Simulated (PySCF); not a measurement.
```xyz
22

C    -1.4993    1.3914   -1.3628
O    -0.7038    1.3212   -0.2023
C     0.1840    0.2224   -0.1051
C    -0.5671   -1.1170   -0.0712
C    -1.6286   -1.1357    1.0180
F    -2.7010   -1.8826    0.6426
F    -1.1668   -1.7125    2.1569
C     1.2962    0.1914   -1.1840
Si    2.6362   -0.0110    0.1631
C     1.0604    0.4104    1.1523
H    -2.3211    0.6667   -1.3419
H    -0.9079    1.2349   -2.2702
H    -1.9162    2.3974   -1.3782
H     0.1442   -1.9250    0.1030
H    -1.0636   -1.2954   -1.0273
H    -1.9936   -0.1301    1.2756
H     1.3557    1.1524   -1.6914
H     1.1639   -0.5793   -1.9399
H     3.1187   -1.3824    0.3240
H     3.7216    0.9655    0.1689
H     0.7701   -0.2109    1.9937
H     1.0077    1.4476    1.4746
```

Geometry: GFN2-xTB.

Level of theory: PBE0/pcSseg-1, SCF density, gas phase, non-relativistic in PySCF.

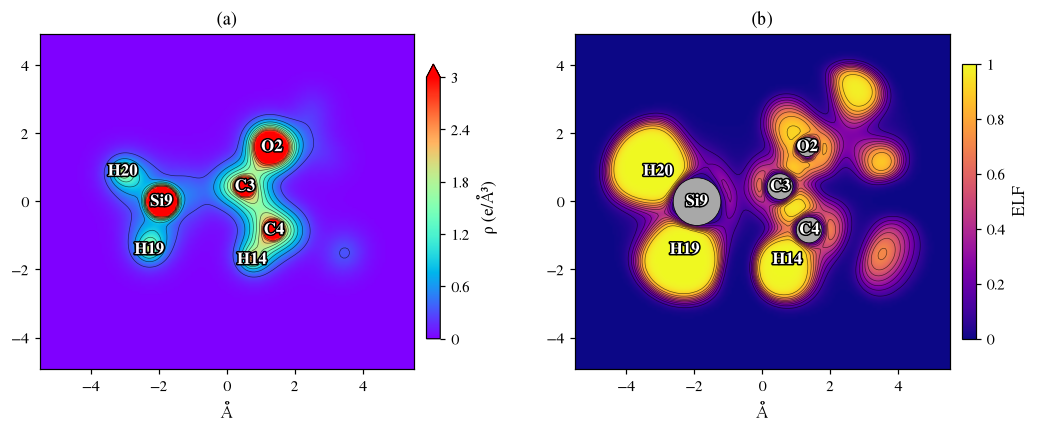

C$_{6}$H$_{12}$F$_{2}$OSi (SMILES COC1(CC(F)F)C[SiH2]C1). (a) electron density; (b) electron localisation function on the plane of atoms C3, C4 and H14. Grey discs cover the atomic cores in the ELF map.

Describe what can be read from this map.

- The section cuts through O, C, Si and H sites.
- C–O (1.42 Å): ρ is about 2 e/Å³ halfway, with its minimum of 1.8 e/Å³ about 0.5 Å from C; the ELF peaks at about 0.90 between the atoms; a shared but strongly polarised pair.
- C–C (1.54 Å): ρ is about 1.6 e/Å³ halfway; the ELF peaks at about 0.95 between the atoms (a shared electron pair).
- C–H (1.09 Å): ρ at the midpoint is about 2 e/Å³; the ELF climbs to about 1 towards the hydrogen, as it does in any bond to H; an ordinary covalent bond to hydrogen.
- Si–H (1.46 Å): ρ is about 0.81 e/Å³ halfway; the ELF climbs to about 1 towards the hydrogen.
- The ELF also peaks beside O2, away from the bonds: lone-pair regions.
